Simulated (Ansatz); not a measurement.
# K on Ti(0001): change of the work function, part 2 of 3

Wanted: Δφ(θ) for K/Ti(0001), starting from the fcc site.

Ansatz 0.2.0; plane-wave DFT, PBE, Ansatz PAW.

So far, work function, upper face (eV): step 2 (the clean slab) 4.37.

### 3. The covered slab, k-mesh 4×4×1, coverage 0.111 ML

System of this step: K/Ti(0001). The cell holds 37 atoms: 36 Ti and 1 K. Its edges and angles: a = 8.850 Å, b = 8.850 Å, c = 28.250 Å, α = 90.0°, β = 90.0°, γ = 60.0°. Vacuum lies along c.

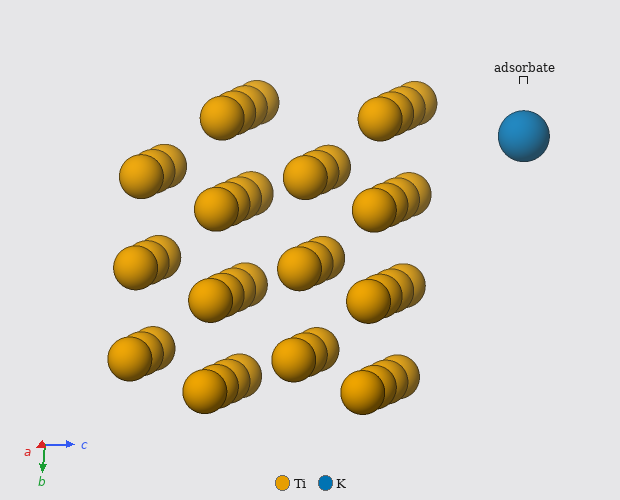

The cell of this step (titanium orange, potassium blue). Some periodic images of atoms are drawn too.

The clean slab as it ended is repeated in the plane and the adsorbate is set on one face; the cell's size fixes the coverage, and the k-mesh shrinks with it to keep the sampling density about even. Adsorbate and upper layers relax, since the dipole depends on the height.

The input, input.yaml:

```yaml
crystal:
  lattice:
    - [8.8500000001, 0.0, 0.0]
    - [4.425, 7.6643248235, 0.0]
    - [0.0, 0.0, 28.2497227411]
  atoms:
    - { symbol: Ti, position: [0.2222222222, 0.2222222222, 0.3185871976] }
    - { symbol: Ti, position: [0.0, 0.0, 0.4015012856] }
    - { symbol: Ti, position: [0.2222222222, 0.2222222222, 0.486822612] }
    - { symbol: Ti, position: [0.0, 0.0, 0.5635906173] }
    - { symbol: Ti, position: [0.2222222222, 0.5555555556, 0.3185871976] }
    - { symbol: Ti, position: [0.0, 0.3333333333, 0.4015012856] }
    - { symbol: Ti, position: [0.2222222222, 0.5555555556, 0.486822612] }
    - { symbol: Ti, position: [0.0, 0.3333333333, 0.5635906173] }
    - { symbol: Ti, position: [0.2222222222, 0.8888888889, 0.3185871976] }
    - { symbol: Ti, position: [0.0, 0.6666666667, 0.4015012856] }
    - { symbol: Ti, position: [0.2222222222, 0.8888888889, 0.486822612] }
    - { symbol: Ti, position: [0.0, 0.6666666667, 0.5635906173] }
    - { symbol: Ti, position: [0.5555555556, 0.2222222222, 0.3185871976] }
    - { symbol: Ti, position: [0.3333333333, 0.0, 0.4015012856] }
    - { symbol: Ti, position: [0.5555555556, 0.2222222222, 0.486822612] }
    - { symbol: Ti, position: [0.3333333333, 0.0, 0.5635906173] }
    - { symbol: Ti, position: [0.5555555556, 0.5555555556, 0.3185871976] }
    - { symbol: Ti, position: [0.3333333333, 0.3333333333, 0.4015012856] }
    - { symbol: Ti, position: [0.5555555556, 0.5555555556, 0.486822612] }
    - { symbol: Ti, position: [0.3333333333, 0.3333333333, 0.5635906173] }
    - { symbol: Ti, position: [0.5555555556, 0.8888888889, 0.3185871976] }
    - { symbol: Ti, position: [0.3333333333, 0.6666666667, 0.4015012856] }
    - { symbol: Ti, position: [0.5555555556, 0.8888888889, 0.486822612] }
    - { symbol: Ti, position: [0.3333333333, 0.6666666667, 0.5635906173] }
    - { symbol: Ti, position: [0.8888888889, 0.2222222222, 0.3185871976] }
    - { symbol: Ti, position: [0.6666666667, 0.0, 0.4015012856] }
    - { symbol: Ti, position: [0.8888888889, 0.2222222222, 0.486822612] }
    - { symbol: Ti, position: [0.6666666667, 0.0, 0.5635906173] }
    - { symbol: Ti, position: [0.8888888889, 0.5555555556, 0.3185871976] }
    - { symbol: Ti, position: [0.6666666667, 0.3333333333, 0.4015012856] }
    - { symbol: Ti, position: [0.8888888889, 0.5555555556, 0.486822612] }
    - { symbol: Ti, position: [0.6666666667, 0.3333333333, 0.5635906173] }
    - { symbol: Ti, position: [0.8888888889, 0.8888888889, 0.3185871976] }
    - { symbol: Ti, position: [0.6666666667, 0.6666666667, 0.4015012856] }
    - { symbol: Ti, position: [0.8888888889, 0.8888888889, 0.486822612] }
    - { symbol: Ti, position: [0.6666666667, 0.6666666667, 0.5635906173] }
    - { symbol: K, position: [0.1111111111, 0.1111111111, 0.6814128024] }
kpoints:
  mp_grid: { grid: [4, 4, 1] }
hamiltonian:
  xc: pbe
scf:
  occupations: { method: fermi_dirac, width: 0.1 }
  convergence: { dr2_threshold: 1.0e-08 }
efield:
  axis: 3
  dipole_correction: true
  ramp_position: 0.97
  ramp_width: 0.06
relax:
  f_tol: 0.02
  max_steps: 60
  constraints:
    - { sites: [0, 1, 4, 5, 8, 9, 12, 13, 16, 17, 20, 21, 24, 25, 28, 29, 32, 33] }
output:
  write_potential: true
  write_density: true
  volumetric_format: npy
```

On the command line:

```bash
> ansatz run input.yaml --threads 4 --pin off --max-ram 16384MiB --backend cpu --events-out ev --progress --plain --runs-dir out
```

Numbers of over 12 decimals in the logs are rounded to 6 here.

The program printed:

```text
[...]
Crystal: 37 atoms, lattice volume = 1916.158 Å³
Basis set: ecut = 420 eV, 37505 PW (Γ), exchange–correlation on 120×120×384 points (8 copies of the dense FFT grid, shifted against one another)
Bands: 265, of which v1, the nominal top of the filled ones, is band 221 counted from 1 (220 counted from 0)
Symmetry: 6 space group operations
[...]
k-points: 4 of 16 (time reversal used)
[...]
SCF iter   1: F=—  HF=-91510.865900 eV  |F-HF|=—  |Δ(HF+E_count)|=         —  Δρ=6.81e-3  dr2=1.47e1  ethr=1.77e-3  p=0.841 e·Å  D=7.94e-2 V/Å  ΔV_dip=-2.24 eV  dr2_dipole=5.96e0  V_vac-E_F(+/−)=1.86/4.11 eV  ⟨swp⟩=10.8  Hψ=5376  notcnv=0
[...]
SCF iter  11: F=-91510.723418 eV  HF=-91510.723418 eV  |F-HF|=2.33e-9  |Δ(HF+E_count)|=   1.75e-8  Δρ=5.18e-7  dr2=7.91e-9  ethr=2.27e-12  p=0.836 e·Å  D=7.90e-2 V/Å  ΔV_dip=-2.23 eV  dr2_dipole=6.01e-11  V_vac-E_F(+/−)=2.19/4.42 eV  ⟨swp⟩=12.8  Hψ=6731  notcnv=0
SCF 1 converged in 11 iterations: F = -91510.723418 eV  dr2 = 7.91e-9
[...]
relax step   1: F+E_penalty+E_count = -91510.72341773 eV  Δ(F+E_penalty+E_count) = +0.000e0 eV  max|allowed force component| = 1.396e-1 eV/Å  Δτ_max = 0.0000 Å  (11 SCF iters, accepted)
[...]
SCF iter   9: F=-91510.752707 eV  HF=-91510.752707 eV  |F-HF|=1.70e-8  |Δ(HF+E_count)|=   6.51e-8  Δρ=4.49e-7  dr2=9.94e-9  ethr=2.27e-12  p=0.813 e·Å  D=7.68e-2 V/Å  ΔV_dip=-2.17 eV  dr2_dipole=2.91e-10  V_vac-E_F(+/−)=2.25/4.42 eV  ⟨swp⟩=17.0  Hψ=10518  notcnv=0
SCF 2 converged in 9 iterations: F = -91510.752707 eV  dr2 = 9.94e-9
[...]
relax step   2: F+E_penalty+E_count = -91510.75270724 eV  Δ(F+E_penalty+E_count) = -2.929e-2 eV  max|allowed force component| = 1.272e-1 eV/Å  Δτ_max = 0.0729 Å  (9 SCF iters, accepted)
SCF iter   1: F=—  HF=-91510.762971 eV  |F-HF|=—  |Δ(HF+E_count)|=         —  Δρ=1.11e-3  dr2=2.79e-1  ethr=1.32e-4  p=0.813 e·Å  D=7.68e-2 V/Å  ΔV_dip=-2.17 eV  dr2_dipole=5.74e-2  V_vac-E_F(+/−)=2.25/4.42 eV  ⟨swp⟩=2.0  Hψ=1613  notcnv=0
[...]
SCF iter   8: F=-91510.759118 eV  HF=-91510.759118 eV  |F-HF|=1.33e-8  |Δ(HF+E_count)|=   3.99e-8  Δρ=4.75e-7  dr2=9.21e-9  ethr=2.27e-12  p=0.800 e·Å  D=7.56e-2 V/Å  ΔV_dip=-2.13 eV  dr2_dipole=5.29e-10  V_vac-E_F(+/−)=2.28/4.42 eV  ⟨swp⟩=15.0  Hψ=9873  notcnv=0
SCF 3 converged in 8 iterations: F = -91510.759118 eV  dr2 = 9.21e-9
  Residual-converged pass: ⟨swp⟩=1.5  Hψ=1132  notcnv=0  max |occ|·‖R‖ = 7.1e-9 eV (tolerance 1.0e-8 eV)  dr2=9.21e-9  dr2_onsite=3.66e-10  max |Δocc| = 1.8e-12
[...]
relax step   3: F+E_penalty+E_count = -91510.75911781 eV  Δ(F+E_penalty+E_count) = -6.411e-3 eV  max|allowed force component| = 6.076e-2 eV/Å  Δτ_max = 0.0269 Å  (8 SCF iters, accepted)
SCF iter   1: F=—  HF=-91510.759049 eV  |F-HF|=—  |Δ(HF+E_count)|=         —  Δρ=3.69e-4  dr2=2.05e-2  ethr=4.16e-4  p=0.800 e·Å  D=7.56e-2 V/Å  ΔV_dip=-2.13 eV  dr2_dipole=4.77e-3  V_vac-E_F(+/−)=2.29/4.42 eV  ⟨swp⟩=1.5  Hψ=1254  notcnv=0
[...]
SCF iter   7: F=-91510.760320 eV  HF=-91510.760320 eV  |F-HF|=2.84e-8  |Δ(HF+E_count)|=   1.38e-7  Δρ=5.28e-7  dr2=6.80e-9  ethr=2.27e-12  p=0.787 e·Å  D=7.43e-2 V/Å  ΔV_dip=-2.10 eV  dr2_dipole=3.33e-10  V_vac-E_F(+/−)=2.32/4.42 eV  ⟨swp⟩=12.2  Hψ=9143  notcnv=0
SCF 4 converged in 7 iterations: F = -91510.760320 eV  dr2 = 6.80e-9
[...]
relax step   4: F+E_penalty+E_count = -91510.76032047 eV  Δ(F+E_penalty+E_count) = -1.203e-3 eV  max|allowed force component| = 4.886e-3 eV/Å  Δτ_max = 0.0350 Å  (7 SCF iters, accepted)
NSCF: frozen V_eff on 4 k-points
the search or the solves at the SCF's close seem to have found levels that the self-consistency loop had missed (the run counts 1). By its estimate they hold 1.69e-5 electrons. The energies and the density leave them out; if the run goes on with those levels, later outputs use occupations computed again with them
WARN: The output density's exchange-correlation potential varies sharply where the density is thin. Do not read a vacuum level from v_tot or v_xc, or from such a field of the output density. On a cell that repeats whose density bears no net charge and no dipole along the vacuum's axis use v_es (v_loc + v_h of the components); under efield.dipole_correction with no amplitude use v_es + v_field, which holds any externa [...]
SCF converged after 7 iterations
Free energy (F): -91510.760320 eV
[...]
Internal energy: -91508.523233 eV  (E = F + TS)
E sigma→0 (E₀):  -91509.641777 eV
Entropy (-TS):   -2.237087 eV (-60.462 meV/atom)
Fermi energy:    2.342371 eV
Dipole field:    D = 0.074354 V/Å  (p = 0.787360 e·Å, saw-weighted, corrected)
Work function:   Φ+ = 2.3190 eV   Φ− = 4.4195 eV
[...]
--- Forces (eV/Å), atoms counted from 1 ---
  atom   1  Ti    -0.00906117    -0.00523147     0.58602389
  atom   2  Ti    -0.00589642    -0.00340430    -0.63547534
  atom   3  Ti     0.00278385     0.00160725    -0.00264349
  atom   4  Ti     0.00142813     0.00082453    -0.00164270
  atom   5  Ti    -0.00310120     0.00179048     0.60819007
  atom   6  Ti    -0.00000000     0.00680860    -0.63547534
  atom   7  Ti    -0.00293347     0.00169364    -0.00106594
  atom   8  Ti     0.00000000    -0.00164906    -0.00164270
  atom   9  Ti    -0.00000000     0.01046294     0.58602389
  atom  10  Ti     0.02976044    -0.01718220    -0.56003911
  atom  11  Ti     0.00000000    -0.00321451    -0.00264349
  atom  12  Ti     0.00077662    -0.00044838     0.00128951
  atom  13  Ti     0.00000000    -0.00358096     0.60819007
  atom  14  Ti     0.00589642    -0.00340430    -0.63547534
  atom  15  Ti     0.00000000    -0.00338728    -0.00106594
  atom  16  Ti    -0.00142813     0.00082453    -0.00164270
  atom  17  Ti     0.00310120     0.00179048     0.60819007
  atom  18  Ti     0.02985550     0.01723708    -0.59393792
  atom  19  Ti     0.00293347     0.00169364    -0.00106594
  atom  20  Ti    -0.00192547    -0.00111167     0.00112199
  atom  21  Ti    -0.00605234     0.00349432     0.59676809
  atom  22  Ti     0.00000000    -0.03447416    -0.59393792
  atom  23  Ti    -0.00423111     0.00244284     0.00147504
  atom  24  Ti    -0.00000000     0.00222335     0.00112199
  atom  25  Ti     0.00906117    -0.00523147     0.58602389
  atom  26  Ti    -0.00000000     0.03436440    -0.56003911
  atom  27  Ti    -0.00278385     0.00160725    -0.00264349
  atom  28  Ti    -0.00000000     0.00089677     0.00128951
  atom  29  Ti     0.00000000    -0.00698864     0.59676809
  atom  30  Ti    -0.02985550     0.01723708    -0.59393792
  atom  31  Ti     0.00000000    -0.00488567     0.00147504
  atom  32  Ti     0.00192547    -0.00111167     0.00112199
  atom  33  Ti     0.00605234     0.00349432     0.59676809
  atom  34  Ti    -0.02976044    -0.01718220    -0.56003911
  atom  35  Ti     0.00423111     0.00244284     0.00147504
  atom  36  Ti    -0.00077662    -0.00044838     0.00128951
  atom  37  K      0.00000000    -0.00000000    -0.00019340
  max |Σ_I F_I| component: 1.11e-6 eV/Å
--- Band table (eV) ---
  k-point 0: bands = [... 217 lower, 2.3153, 2.3153, 2.3216, 2.3980, 2.4168, 2.4168, 2.4222, 2.4222, ... 40 higher]
  k-point 1: bands = [... 217 lower, 2.2850, 2.2877, 2.3253, 2.3286, 2.3529, 2.4195, 2.4261, 2.4425, ... 40 higher]
  k-point 2: bands = [... 217 lower, 2.2547, 2.2609, 2.3620, 2.3624, 2.3654, 2.3675, 2.4416, 2.4639, ... 40 higher]
  k-point 3: bands = [... 217 lower, 2.2373, 2.2736, 2.3457, 2.3502, 2.3586, 2.4119, 2.4197, 2.4282, ... 40 higher]
--- Relaxed structure (4 steps of the walk, 4 accepted, 0 SCFs on fresh bases) ---
  F+E_penalty+E_count = -91510.76032047 eV   max|allowed force component| = 4.886e-3 eV/Å
  atoms:
    - { symbol: Ti, position: [0.222222, 0.222222, 0.3185871976] }
    - { symbol: Ti, position: [1.1111101403313757e-11, 1.1111101403313758e-11, 0.4015012856] }
    - { symbol: Ti, position: [0.223120, 0.223120, 0.485418] }
    - { symbol: Ti, position: [0.000575166, 0.000575166, 0.561755] }
    - { symbol: Ti, position: [0.222222, 0.555556, 0.3185871976] }
    - { symbol: Ti, position: [1.1111112030448567e-11, 0.333333, 0.4015012856] }
    - { symbol: Ti, position: [0.221585, 0.555874, 0.487550] }
    - { symbol: Ti, position: [0.000575166, 0.332183, 0.561755] }
    - { symbol: Ti, position: [0.222222, 0.888889, 0.3185871976] }
    - { symbol: Ti, position: [-2.2222279572048365e-11, 0.666667, 0.4015012856] }
    - { symbol: Ti, position: [0.223120, 0.887093, 0.485418] }
    - { symbol: Ti, position: [-0.00140874, 0.667371, 0.564883] }
    - { symbol: Ti, position: [0.555556, 0.222222, 0.3185871976] }
    - { symbol: Ti, position: [0.333333, 1.1111101403313757e-11, 0.4015012856] }
    - { symbol: Ti, position: [0.555874, 0.221585, 0.487550] }
    - { symbol: Ti, position: [0.332183, 0.000575166, 0.561755] }
    - { symbol: Ti, position: [0.555556, 0.555556, 0.3185871976] }
    - { symbol: Ti, position: [0.333333, 0.333333, 0.4015012856] }
    - { symbol: Ti, position: [0.555874, 0.555874, 0.487550] }
    - { symbol: Ti, position: [0.331511, 0.331511, 0.564437] }
    - { symbol: Ti, position: [0.555556, 0.888889, 0.3185871976] }
    - { symbol: Ti, position: [0.333333, 0.666667, 0.4015012856] }
    - { symbol: Ti, position: [0.558373, 0.887480, 0.486353] }
    - { symbol: Ti, position: [0.331511, 0.670311, 0.564437] }
    - { symbol: Ti, position: [0.888889, 0.222222, 0.3185871976] }
    - { symbol: Ti, position: [0.666667, -2.222223468803194e-11, 0.4015012856] }
    - { symbol: Ti, position: [0.887093, 0.223120, 0.485418] }
    - { symbol: Ti, position: [0.667371, -0.00140874, 0.564883] }
    - { symbol: Ti, position: [0.888889, 0.555556, 0.3185871976] }
    - { symbol: Ti, position: [0.666667, 0.333333, 0.4015012856] }
    - { symbol: Ti, position: [0.887480, 0.558373, 0.486353] }
    - { symbol: Ti, position: [0.670311, 0.331511, 0.564437] }
    - { symbol: Ti, position: [0.888889, 0.888889, 0.3185871976] }
    - { symbol: Ti, position: [0.666667, 0.666667, 0.4015012856] }
    - { symbol: Ti, position: [0.887480, 0.887480, 0.486353] }
    - { symbol: Ti, position: [0.667371, 0.667371, 0.564883] }
    - { symbol: K, position: [0.111111, 0.111111, 0.676641] }
```

Wall time 9.2 min (4 threads of Arm Neoverse V1, shared host); peak memory 8.2 GiB.

Step by step:

```csv
step,energy less that of the first step (eV),largest force component (eV/Å)
1,0.0000,0.1396
2,-0.0293,0.1272
3,-0.0357,0.0608
4,-0.0369,0.0049
```

The run keeps the 6 symmetry operations that it works with, so distortions that break them were not tested.

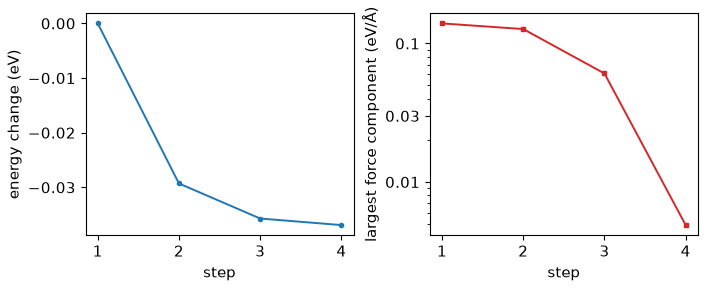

Energy and largest force along the relaxation.

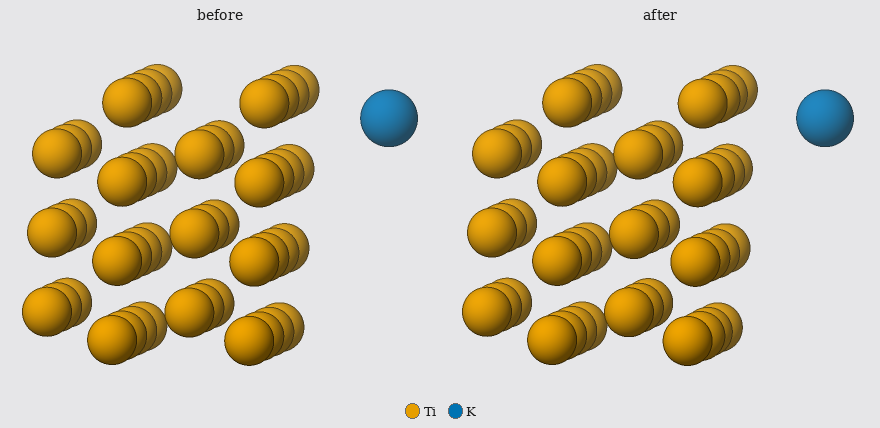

The structure before and after the relaxation, drawn at the same scale.

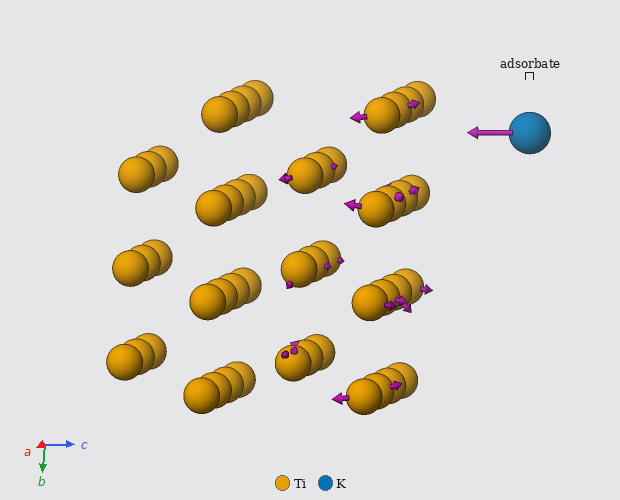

Displacements in the relaxation, exaggerated; the longest in the cell stands for 0.13 Å. Some periodic images of atoms are drawn too.

The atoms that moved most (Å):

```csv
atom,dx,dy,dz,length
K37,0.000,0.000,-0.135,0.135
Ti8,0.000,-0.009,-0.052,0.053
Ti16,-0.008,0.004,-0.052,0.053
Ti4,0.008,0.004,-0.052,0.053
Ti27,-0.012,0.007,-0.040,0.042
Ti11,0.000,-0.014,-0.040,0.042
Ti3,0.012,0.007,-0.040,0.042
Ti12,-0.009,0.005,0.037,0.038
```

Final coordinates:

```
Ti K
1.0
     8.85000    0.00000    0.00000
     4.42500    7.66432    0.00000
     0.00000    0.00000   28.24972
Ti K
36 1
Direct
  0.22222 0.22222 0.31859
  0.00000 0.00000 0.40150
  0.22312 0.22312 0.48542
  0.00058 0.00058 0.56176
  0.22222 0.55556 0.31859
  0.00000 0.33333 0.40150
  0.22158 0.55587 0.48755
  0.00058 0.33218 0.56176
  0.22222 0.88889 0.31859
  0.00000 0.66667 0.40150
  0.22312 0.88709 0.48542
  0.99859 0.66737 0.56488
  0.55556 0.22222 0.31859
  0.33333 0.00000 0.40150
  0.55587 0.22158 0.48755
  0.33218 0.00058 0.56176
  0.55556 0.55556 0.31859
  0.33333 0.33333 0.40150
  0.55587 0.55587 0.48755
  0.33151 0.33151 0.56444
  0.55556 0.88889 0.31859
  0.33333 0.66667 0.40150
  0.55837 0.88748 0.48635
  0.33151 0.67031 0.56444
  0.88889 0.22222 0.31859
  0.66667 0.00000 0.40150
  0.88709 0.22312 0.48542
  0.66737 0.99859 0.56488
  0.88889 0.55556 0.31859
  0.66667 0.33333 0.40150
  0.88748 0.55837 0.48635
  0.67031 0.33151 0.56444
  0.88889 0.88889 0.31859
  0.66667 0.66667 0.40150
  0.88748 0.88748 0.48635
  0.66737 0.66737 0.56488
  0.11111 0.11111 0.67664
```

This step gave:

- energy at zero smearing: -91509.6418 eV
- work function, upper face: 2.319 eV
- work function, lower face: 4.420 eV
- dipole along the normal: 0.7874 e·Å
- step between the vacuum levels: -2.100 eV

Running mean over 2.342 Å of the planar mean; the ramp of the sawtooth is left out. Electron's electrostatic potential energy less the Fermi level against z:

```csv
z (Å),electron's electrostatic potential energy less the Fermi level (eV)
4,4.42
6,4.24
8,-3.13
10,-6.59
12,-6.42
14,-6.92
16,-6.74
18,2.08
20,1.85
22,2.31
24,2.32
```

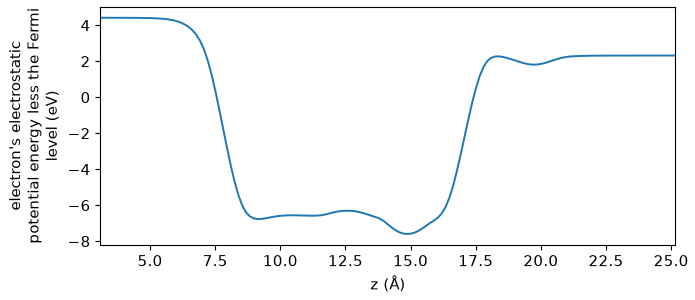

Electron's electrostatic potential energy less the Fermi level, plotted against z.

The relaxation took 4 steps and lowered the energy by 0.037 eV; the largest force on the free atoms ends at 0.0049 eV/Å.

The covered face has 2.32 eV, -2.05 eV against the clean one; the bare back face has moved by -0.00 eV, a measure of how thin the slab is.

(Part 2 of 3 ends here.)

[Logs are printed without paths, hosts, clocks, repeated set-up lines and the standing remarks that a program may print on its own settings, such as how far it seeks lower states.]

[Hosts, paths, dates, database ids (printed as entryN), source tags and the programs' standing remarks are cut or masked in the printed files.]

[Maps of the electrostatic potential energy from Ansatz leave out the sawtooth potential of an applied field or a dipole correction, so their vacuum need not be flat; planar profiles and work functions include it.]
